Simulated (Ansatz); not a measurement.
# How fast states decay through KNaMg2Br3F3, part 2 of 3

A new crystal, KNaMg2Br3F3: structure, gap and complex bands. It is built by putting Br for part of the F in the KNaMg2F6 structure of space group P4/mmm, with the volume rescaled by atomic radii. The parent structure comes from the Materials Project.

Ansatz 0.2.0; LDA DFT, plane waves, PAW files (the session's first sound run).

So far. Step 2 (Relaxing the new crystal): The largest force component on a free atom ends at 0.0012 eV/Å.

The structure was built from a prototype and need not be the compound's stable phase.

## (3) The bulk crystal and its band edges

The energy window and the wavevectors of the next steps follow from the band edges, so these are searched first, off the mesh as well.

input.yaml

```yaml
crystal:
  lattice:
    - [4.118559681, 0.0, 0.0]
    - [0.0, 4.118559681, 0.0]
    - [0.0, 0.0, 12.5305626899]
  atoms:
    - { symbol: K, position: [0.5, 0.5, 0.5] }
    - { symbol: Na, position: [0.5, 0.5, 0.0] }
    - { symbol: Mg, position: [0.0, 0.0, 0.1492240723] }
    - { symbol: Mg, position: [0.0, 0.0, 0.8507759277] }
    - { symbol: F, position: [0.5, 0.0, 0.1197199119] }
    - { symbol: Br, position: [0.5, 0.0, 0.74375316] }
    - { symbol: F, position: [0.0, 0.5, 0.8802800881] }
    - { symbol: Br, position: [0.0, 0.5, 0.25624684] }
    - { symbol: F, position: [0.0, 0.0, 0.0] }
    - { symbol: Br, position: [0.0, 0.0, 0.5] }
kpoints:
  mp_grid: { grid: [6, 6, 4] }
  band_path: { path: [VBM, CBM], npoints: 30 }
scf:
  occupations: { method: fixed }
hamiltonian:
  xc: lda
output:
  eigenvalues: true
  write_potential: true
  write_density: true
  volumetric_format: npy
```

Started as:

```
$ ansatz run input.yaml --threads 2 --pin off --max-ram 4096MiB --backend cpu --events-out ev --progress --plain --runs-dir out
```

Numbers of over 12 decimals in the logs are rounded to 6 here.

The program printed:

```text
[...]
Crystal: 10 atoms, lattice volume = 212.550 Å³
Basis set: ecut = 420 eV, 4145 PW (Γ)
Bands: 50, of which v1, the nominal top of the filled ones, is band 40 counted from 1 (39 counted from 0)
Symmetry: 8 space group operations
[...]
k-points: 30 of 144 (time reversal used)
[...]
SCF iter   1: F=—  HF=-17243.105143 eV  |F-HF|=—  |Δ(HF+E_count)|=         —  Δρ=1.02e-2  dr2=1.55e-1  ethr=1.77e-3  ⟨swp⟩=5.4  Hψ=5145  notcnv=0  defer=223
[...]
SCF iter   8: F=-17243.048389 eV  HF=-17243.048389 eV  |F-HF|=6.34e-9  |Δ(HF+E_count)|=   8.09e-8  Δρ=5.29e-6  dr2=5.35e-8  ethr=1.25e-10  ⟨swp⟩=15.4  Hψ=8509  notcnv=0
SCF 1 converged in 8 iterations: F = -17243.048389 eV  dr2 = 5.35e-8
[...]
NSCF: frozen V_eff on 40 k-points
[...]
SCF converged after 8 iterations
Free energy (F): -17243.048389 eV
[...]
Internal energy: -17243.048389 eV  (E = F + TS)
E sigma→0 (E₀):  -17243.048389 eV
Fermi energy:    3.109237 eV
[...]
--- Band table (eV; the first three rows and the last of 30) ---
  k-point 0: bands = [... 36 lower, 1.5669, 2.6611, 3.1092, 3.1092, 5.4191, 7.3332, 7.5545, 8.1588, ... 6 higher]
  k-point 1: bands = [... 36 lower, 1.5669, 2.6205, 3.1092, 3.1092, 5.5493, 7.0099, 7.6715, 8.2497, ... 6 higher]
  k-point 2: bands = [... 36 lower, 1.5669, 2.5805, 3.1092, 3.1092, 5.7133, 6.7468, 7.7125, 8.3217, ... 6 higher]
  k-point 29: bands = [... 36 lower, 0.9079, 2.5262, 2.5262, 2.7764, 8.1128, 8.1128, 8.8627, 8.8627, ... 6 higher]
```

Elapsed: 40 s, on 2 threads of Intel Xeon Platinum 8259CL at 2.50GHz (Skylake/Cascade Lake), shared host; peak memory 0.61 GiB.

Numbers from this step:

| Quantity | Value |
| --- | --- |
| Fermi energy | 3.109 eV |
| gap on the k-mesh | 2.310 eV |
| gap on path | 2.310 eV, by band count; negative where bands overlap |
| direct gap on path | 2.310 eV |
| edge places on path | 0, 0.2507 1/A along the path |

Electronic bands along the path, in eV, zero at the Fermi level (highest filled level under fixed occupations); v1 is the highest filled band, c1 the lowest empty one:

```
point     v4     v3    v2    v1    c1    c2    c3    c4
  VBM  -1.54  -0.53  0.00  0.00  2.60  3.64  4.60  5.21
  CBM  -1.54  -0.45  0.00  0.00  2.31  4.22  4.45  5.05
```

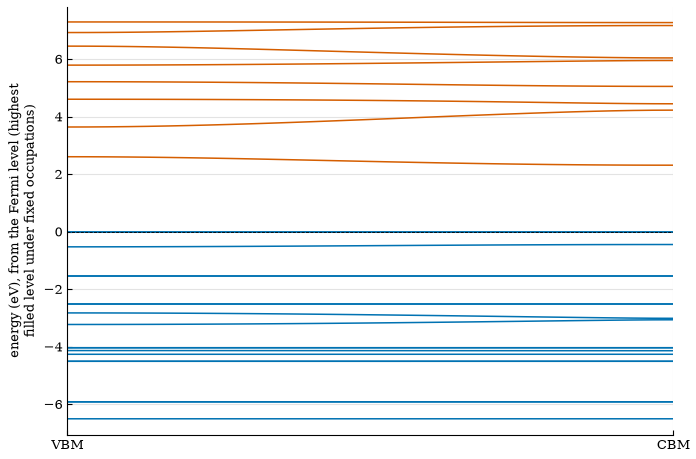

Electronic bands along the path; lines of filled and empty bands in two colours.

The searched edges give 2.31 eV, as on the mesh.

## (4) Decaying states in the gap, plane (001), k-mesh 6×6×2

This step: LDA DFT, plane waves, PAW files; complex bands by layer matching along the plane's normal (Ansatz 0.2.0).

The same crystal is laid in a cell whose first two vectors span the (001) plane (indices of the standard conventional cell, whose axes can be ordered otherwise than in the bulk input). At fixed energy and wavevector in the plane the solver finds all kz, real and complex. A few wavevectors are listed, (0, 0) and (0.5, 0) in units of the plane's reciprocal vectors; the slowest state needn't be among them.

input.yaml, as its differences from that of step 3:

```diff
@@ -4,3 +4,3 @@
     - [0.0, 4.118559681, 0.0]
-    - [0.0, 0.0, 12.5305626899]
+    - [0.0, 0.0, 12.53056269]
   atoms:
@@ -17,4 +17,3 @@
 kpoints:
-  mp_grid: { grid: [6, 6, 4] }
-  band_path: { path: [VBM, CBM], npoints: 30 }
+  mp_grid: { grid: [6, 6, 2] }
 scf:
@@ -25,4 +24,6 @@
   eigenvalues: true
-  write_potential: true
-  write_density: true
-  volumetric_format: npy
+  transmission:
+    leads: [[0, 0]]
+    kpoints: [[0.0, 0.0], [0.5, 0.0]]
+    e_range: [-1.0, 3.31]
+    de: 0.07
```

The program printed:

```text
[...]
Crystal: 10 atoms, lattice volume = 212.550 Å³
Basis set: ecut = 420 eV, 4145 PW (Γ)
Bands: 50, of which v1, the nominal top of the filled ones, is band 40 counted from 1 (39 counted from 0)
Symmetry: 8 space group operations
[...]
k-points: 20 of 72
[...]
SCF iter   1: F=—  HF=-17243.104798 eV  |F-HF|=—  |Δ(HF+E_count)|=         —  Δρ=1.02e-2  dr2=1.55e-1  ethr=1.77e-3  ⟨swp⟩=5.4  Hψ=3425  notcnv=0  defer=150
[...]
SCF iter   8: F=-17243.048449 eV  HF=-17243.048449 eV  |F-HF|=1.51e-8  |Δ(HF+E_count)|=   9.91e-8  Δρ=6.15e-6  dr2=6.55e-8  ethr=1.25e-10  ⟨swp⟩=15.2  Hψ=5667  notcnv=0
SCF 1 converged in 8 iterations: F = -17243.048449 eV  dr2 = 6.55e-8
[...]
transmission: 24 of 48 steps passed
transmission: 48 of 48 steps passed
SCF converged after 8 iterations
Free energy (F): -17243.048449 eV
[...]
Internal energy: -17243.048449 eV  (E = F + TS)
E sigma→0 (E₀):  -17243.048449 eV
Fermi energy:    3.109378 eV
[...]
--- Band table (eV; the first three rows and the last of 20) ---
  k-point 0: bands = [... 36 lower, 1.5669, 2.6613, 3.1094, 3.1094, 5.4191, 7.3332, 7.5545, 8.1588, ... 6 higher]
  k-point 1: bands = [... 36 lower, 1.5669, 2.5806, 3.1094, 3.1094, 5.7133, 6.7468, 7.7125, 8.3216, ... 6 higher]
  k-point 2: bands = [... 36 lower, 1.5797, 2.6259, 2.7240, 2.9464, 5.8292, 7.6017, 8.0036, 8.4373, ... 6 higher]
  k-point 19: bands = [... 36 lower, 0.9078, 2.5263, 2.5263, 2.7765, 8.1128, 8.1128, 8.8627, 8.8627, ... 6 higher]
--- Transmission ---
  basis      : 145 plane waves across, 24 finite elements along
  points     : 2, as listed
  energies   : 62 from -1.000000 to 3.270000 eV about the Fermi level, 0.070000 eV apart; the leads are filled to 1.154836 eV, and channels, transmission and decay are at 1.170000 eV
  crystal 0  : Br3Mg2F3Na1K1, at the sites [0, 0], period 12.5306 Å: whole cells are its period
    offset         : up to 0.0000 Å between an atom of the period and one for which it stands
    channels       : 0.000000e0 a spin
    conductance    : none, the energies end too early or step too widely for 300 K: set another output.transmission.e_range or a lower de, or, where they end at an eighth of basis.ecutwfc, a higher one
    slowest decay  : 0.2613 /Å at (0.0000, 0.0000)
```

Wall time 39 s (2 threads); peak memory 0.72 GiB; 56 s of CPU time.

This step gave:

```
level to which the leads are filled                       : 1.155 eV from the Fermi level
decay constant at the filling level, zone centre          : 0.2613 Å⁻¹
decay constant at the filling level, slowest listed point : 0.2613 Å⁻¹
```

K parallel (0, 0); values up to 1.43823 1/Å, a degenerate pair printed once or twice; energies at which all values exceed this have no row. The Im kz of the slowest decaying states by energy, zero at the highest filled level on the SCF mesh:

```
energy (eV)  decay 1 (Å⁻¹)  decay 2 (Å⁻¹)  decay 3 (Å⁻¹)  decay 4 (Å⁻¹)
     -1.000          0.259          0.855          0.954           1.04
     -0.510          0.862          0.930           1.02           1.34
     -0.020          0.239          0.650          0.902          0.998
      0.470          0.273          0.870          0.959          0.970
      1.030          0.268          0.829          0.935           1.11
      1.520          0.235          0.789          0.901           1.03
      2.010          0.162          0.744          0.863          0.999
      2.500          0.693          0.822          0.972           1.26
      2.990          0.112          0.635          0.776          0.948
```

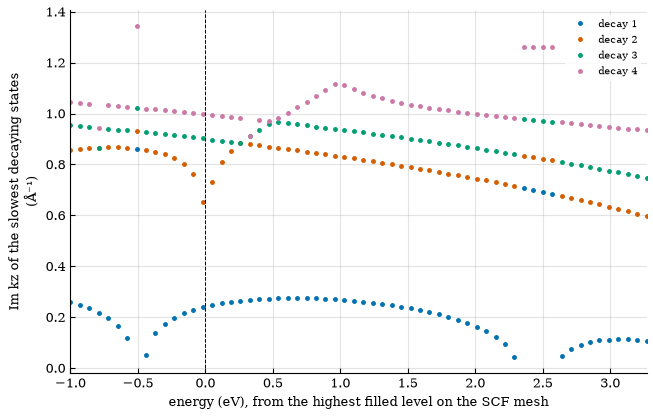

Im kz of the slowest decaying states against energy.

K parallel (0.5, 0); values up to 1.43823 1/Å, a degenerate pair printed once or twice; energies at which all values exceed this have no row. Table of Im kz of the slowest decaying states by energy, zero at the highest filled level on the SCF mesh:

```
energy (eV)  decay 1 (Å⁻¹)  decay 2 (Å⁻¹)  decay 3 (Å⁻¹)  decay 4 (Å⁻¹)
     -1.000          0.380          0.731          0.825           1.05
     -0.510          0.185          0.722          0.746           1.05
     -0.020          0.378          0.730          0.868           1.07
      0.470          0.431          0.724          0.914           1.08
      1.030          0.455          0.712          0.939           1.08
      1.520          0.458          0.695          0.949           1.09
      2.010          0.451          0.670          0.952           1.11
      2.500          0.433          0.637          0.949           1.09
      2.990          0.403          0.593          0.942           1.01
```

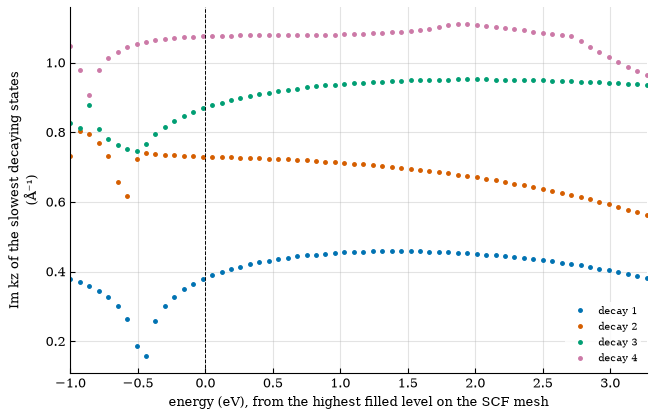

Im kz of the slowest decaying states, plotted against energy.

At the listed wavevectors the last open channel is at -0.51 eV and the next at +2.36 eV on the grid, wider than the gap, since narrow bands can fall between grid energies. At +1.17 eV, the grid energy nearest the filling level (the middle of the gap on the SCF mesh), the slowest state at the listed wavevectors decays with κ = 0.261 Å⁻¹, its amplitude falling by e over 3.8 Å. Through 1 nm of this crystal that state's transmission falls by exp(−2 × 0.261 Å⁻¹ × 10 Å) = 0.0054.

## (5) Decay over the two-dimensional zone

The listed points could miss the slowest state, so one energy near mid-gap is solved on a mesh of 10×10.

input.yaml, as its differences from that of step 4:

```diff
@@ -24,6 +24,2 @@
   eigenvalues: true
-  transmission:
-    leads: [[0, 0]]
-    kpoints: [[0.0, 0.0], [0.5, 0.0]]
-    e_range: [-1.0, 3.31]
-    de: 0.07
+  transmission: { leads: [[0, 0]], kmesh: [10, 10], e_range: [1.15, 1.16], de: 0.05 }
```

The program printed:

```text
[...]
Crystal: 10 atoms, lattice volume = 212.550 Å³
Basis set: ecut = 420 eV, 4145 PW (Γ)
Bands: 50, of which v1, the nominal top of the filled ones, is band 40 counted from 1 (39 counted from 0)
Symmetry: 8 space group operations
[...]
k-points: 20 of 72
[...]
SCF iter   1: F=—  HF=-17243.104798 eV  |F-HF|=—  |Δ(HF+E_count)|=         —  Δρ=1.02e-2  dr2=1.55e-1  ethr=1.77e-3  ⟨swp⟩=5.4  Hψ=3425  notcnv=0  defer=150
[...]
SCF iter   8: F=-17243.048449 eV  HF=-17243.048449 eV  |F-HF|=1.51e-8  |Δ(HF+E_count)|=   9.91e-8  Δρ=6.15e-6  dr2=6.55e-8  ethr=1.25e-10  ⟨swp⟩=15.2  Hψ=5667  notcnv=0
SCF 1 converged in 8 iterations: F = -17243.048449 eV  dr2 = 6.55e-8
[...]
transmission: 114 of 684 steps passed
transmission: 171 of 684 steps passed
[...]
transmission: 684 of 684 steps passed
SCF converged after 8 iterations
Free energy (F): -17243.048449 eV
[...]
Internal energy: -17243.048449 eV  (E = F + TS)
E sigma→0 (E₀):  -17243.048449 eV
Fermi energy:    3.109378 eV
[...]
--- Band table (eV; the first three rows and the last of 20) ---
  k-point 0: bands = [... 36 lower, 1.5669, 2.6613, 3.1094, 3.1094, 5.4191, 7.3332, 7.5545, 8.1588, ... 6 higher]
  k-point 1: bands = [... 36 lower, 1.5669, 2.5806, 3.1094, 3.1094, 5.7133, 6.7468, 7.7125, 8.3216, ... 6 higher]
  k-point 2: bands = [... 36 lower, 1.5797, 2.6259, 2.7240, 2.9464, 5.8292, 7.6017, 8.0036, 8.4373, ... 6 higher]
  k-point 19: bands = [... 36 lower, 0.9078, 2.5263, 2.5263, 2.7765, 8.1128, 8.1128, 8.8627, 8.8627, ... 6 higher]
--- Transmission ---
  basis      : 145 plane waves across, 19 finite elements along
  points     : 36, standing for a mesh of 10 x 10
  energies   : 1 from 1.150000 to 1.150000 eV about the Fermi level; the leads are filled to 1.154836 eV, and channels, transmission and decay are at 1.150000 eV
[...]
channels       : 0.000000e0 a spin
    conductance    : none, crystal 0 has no channel at the energies, or these end too early or step too widely for 300 K: set another output.transmission.e_range or a lower de, or, where they end at an eighth of basis.ecutwfc, a higher one
    slowest decay  : 0.2623 /Å at (0.0000, 0.0000)
```

Run time: 32 s. Hardware: 2 threads; peak memory 0.77 GiB.

This step gave:

```yaml
least_decay_constant_on_the_mesh: 0.2623 Å⁻¹
```

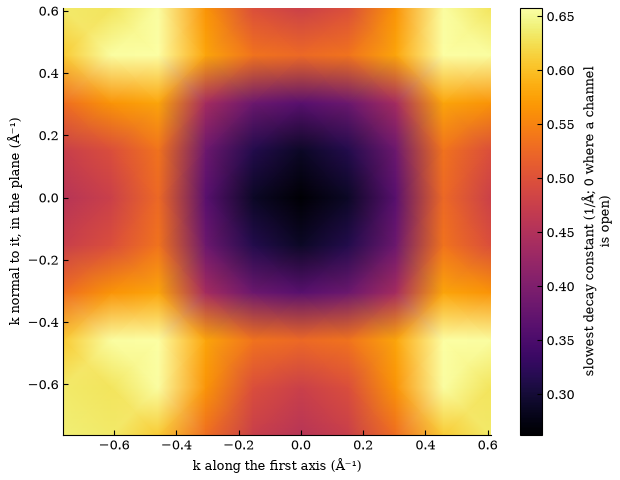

Slowest decay constant (1/Å; 0 where a channel is open) over k1 and k2. At 1.1500 eV from the Fermi level.

The least value on the mesh is 0.262 Å⁻¹ at +1.15 eV. At that energy the listed points give about 0.262 Å⁻¹ by interpolation, so the mesh holds no clearly slower state.

## (6) Complex bands, plane (100), k-mesh 6×2×6

The same for the (100) plane, at (0, 0) and (0, -0.5), to see how the decay depends on direction.

input.yaml

```yaml
crystal:
  lattice:
    - [4.118559681, 0.0, 0.0]
    - [0.0, 12.53056269, 0.0]
    - [0.0, 0.0, 4.118559681]
  atoms:
    - { symbol: K, position: [0.5, 0.5, 0.5] }
    - { symbol: Na, position: [0.5, 0.0, 0.5] }
    - { symbol: Mg, position: [0.0, 0.1492240723, 0.0] }
    - { symbol: Mg, position: [0.0, 0.8507759277, 0.0] }
    - { symbol: F, position: [0.0, 0.1197199119, 0.5] }
    - { symbol: Br, position: [0.0, 0.74375316, 0.5] }
    - { symbol: F, position: [0.5, 0.8802800881, 0.0] }
    - { symbol: Br, position: [0.5, 0.25624684, 0.0] }
    - { symbol: F, position: [0.0, 0.0, 0.0] }
    - { symbol: Br, position: [0.0, 0.5, 0.0] }
kpoints:
  mp_grid: { grid: [6, 2, 6] }
scf:
  occupations: { method: fixed }
hamiltonian:
  xc: lda
output:
  eigenvalues: true
  transmission:
    leads: [[0, 0]]
    kpoints: [[0.0, 0.0], [0.0, -0.5]]
    e_range: [-1.0, 3.31]
    de: 0.11
```

The program printed:

```text
[...]
Crystal: 10 atoms, lattice volume = 212.550 Å³
Basis set: ecut = 420 eV, 4145 PW (Γ)
Bands: 50, of which v1, the nominal top of the filled ones, is band 40 counted from 1 (39 counted from 0)
Symmetry: 8 space group operations
[...]
k-points: 20 of 72
[...]
SCF iter   1: F=—  HF=-17243.105415 eV  |F-HF|=—  |Δ(HF+E_count)|=         —  Δρ=1.02e-2  dr2=1.55e-1  ethr=1.77e-3  ⟨swp⟩=5.4  Hψ=3424  notcnv=0  defer=151
[...]
SCF iter   8: F=-17243.048449 eV  HF=-17243.048449 eV  |F-HF|=1.04e-8  |Δ(HF+E_count)|=   8.58e-8  Δρ=5.76e-6  dr2=5.98e-8  ethr=1.25e-10  ⟨swp⟩=14.9  Hψ=5671  notcnv=0
SCF 1 converged in 8 iterations: F = -17243.048449 eV  dr2 = 5.98e-8
[...]
transmission: 8 of 16 steps passed
transmission: 16 of 16 steps passed
SCF converged after 8 iterations
Free energy (F): -17243.048449 eV
[...]
Internal energy: -17243.048449 eV  (E = F + TS)
E sigma→0 (E₀):  -17243.048449 eV
Fermi energy:    3.109383 eV
[...]
--- Band table (eV; the first three rows and the last of 20) ---
  k-point 0: bands = [... 36 lower, 1.5669, 2.6613, 3.1094, 3.1094, 5.4190, 7.3332, 7.5545, 8.1588, ... 6 higher]
  k-point 1: bands = [... 36 lower, 1.5797, 2.6259, 2.7240, 2.9464, 5.8292, 7.6017, 8.0036, 8.4373, ... 6 higher]
  k-point 2: bands = [... 36 lower, 1.6063, 1.9793, 2.6447, 2.6754, 6.6785, 7.9680, 8.4782, 8.9555, ... 6 higher]
  k-point 19: bands = [... 36 lower, 0.9079, 2.5263, 2.5263, 2.7766, 8.1128, 8.1128, 8.8627, 8.8627, ... 6 higher]
--- Transmission ---
  basis      : 449 plane waves across, 8 finite elements along
  points     : 2, as listed
[...]
crystal 0  : Mg2F3Br3K1Na1, at the sites [0, 0], period 4.1186 Å: whole cells are its period
[...]
channels       : 0.000000e0 a spin
[...]
slowest decay  : 0.2739 /Å at (0.0000, 0.0000)
```

Run time: 2.4 min. Hardware: 2 threads; peak memory 1.7 GiB; 4 min of CPU time.

This step gave:

```yaml
decay_constant_at_the_filling_level_zone_centre: 0.2739 Å⁻¹
decay_constant_at_the_filling_level_slowest_listed_point: 0.2739 Å⁻¹
```

K parallel (0, 0); values up to 1.5 1/Å, a degenerate pair printed once or twice; energies at which all values exceed this have no row. The Im kz of the slowest decaying states by energy, zero at the highest filled level on the SCF mesh:

```
energy (eV)  decay 1 (Å⁻¹)  decay 2 (Å⁻¹)  decay 3 (Å⁻¹)  decay 4 (Å⁻¹)
     -1.000          0.267          0.309          0.378          0.437
     -0.450         0.0450          0.337          0.698          0.754
     -0.010          0.363          0.530          0.579          0.718
      0.540          0.222          0.372          0.375          0.451
      0.980          0.267          0.366          0.432          0.461
      1.530          0.262          0.361          0.414          0.521
      1.970          0.197          0.364          0.395          0.551
      2.520          0.355          0.370          0.519          0.572
      2.960          0.319          0.363          0.474          0.581
```

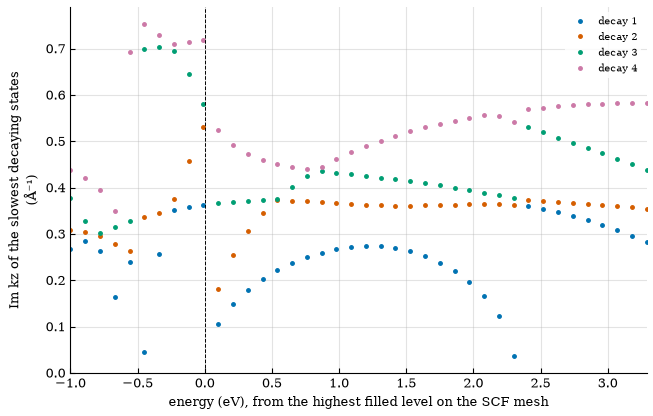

Im kz of the slowest decaying states against energy.

K parallel (0, 0). Re kz of states that move upwards against energy, zero at the highest filled level on the SCF mesh:

```
energy (eV)  channel 1 (Å⁻¹)  channel 2 (Å⁻¹)  channel 3 (Å⁻¹)
     -1.000           -0.448                -                -
     -0.450           -0.574           -0.494           -0.233
     -0.010          -0.0592          -0.0340                -
      0.540                -                -                -
      0.980                -                -                -
      1.530                -                -                -
      1.970                -                -                -
      2.520            0.175                -                -
      2.960            0.334                -                -
```

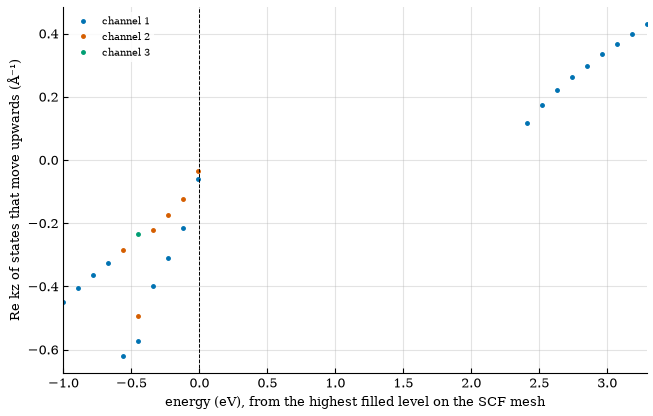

Re kz of states that move upwards against energy.

K parallel (0, -0.5); values up to 1.5 1/Å, a degenerate pair printed once or twice; energies at which all values exceed this have no row. Table of Im kz of the slowest decaying states by energy, zero at the highest filled level on the SCF mesh:

```
energy (eV)  decay 1 (Å⁻¹)  decay 2 (Å⁻¹)  decay 3 (Å⁻¹)  decay 4 (Å⁻¹)
     -1.000          0.249          0.304          0.378          0.413
     -0.450         0.0299          0.352          0.647          0.761
     -0.010          0.380          0.474          0.539          0.766
      0.540          0.224          0.375          0.396          0.453
      0.980          0.277          0.397          0.422          0.461
      1.530          0.306          0.380          0.389          0.521
      1.970          0.296          0.339          0.375          0.551
      2.520          0.128          0.294          0.360          0.529
      2.960          0.244          0.346          0.483          0.581
```

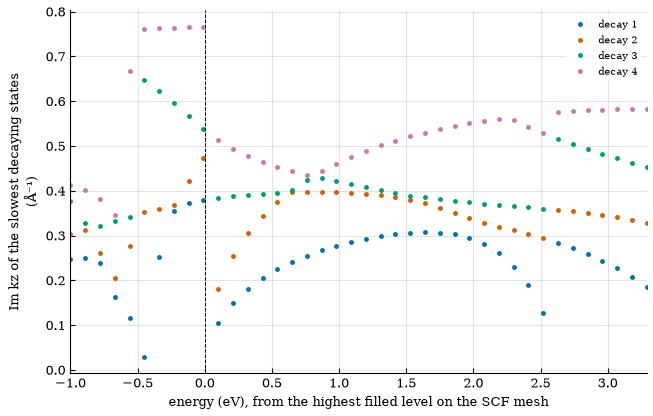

Im kz of the slowest decaying states against energy.

At the listed wavevectors the last open channel is at -0.01 eV and the next at +2.41 eV on the grid. At +1.20 eV, the grid energy nearest the filling level (the middle of the gap on the SCF mesh), the slowest state at the listed wavevectors decays with κ = 0.274 Å⁻¹, its amplitude falling by e over 3.7 Å; the first such run, plane (001), gave 0.261 Å⁻¹.

(Continued in part 3 of 3.)

[Logs are printed without paths, hosts, clocks, repeated set-up lines and the standing remarks that a program may print on its own settings, such as how far it seeks lower states.]

[Hosts, paths, dates, database ids (printed as entryN), source tags and the programs' standing remarks are cut or masked in the printed files.]

[New means built here by substitution; the compound itself may be known and measured.]
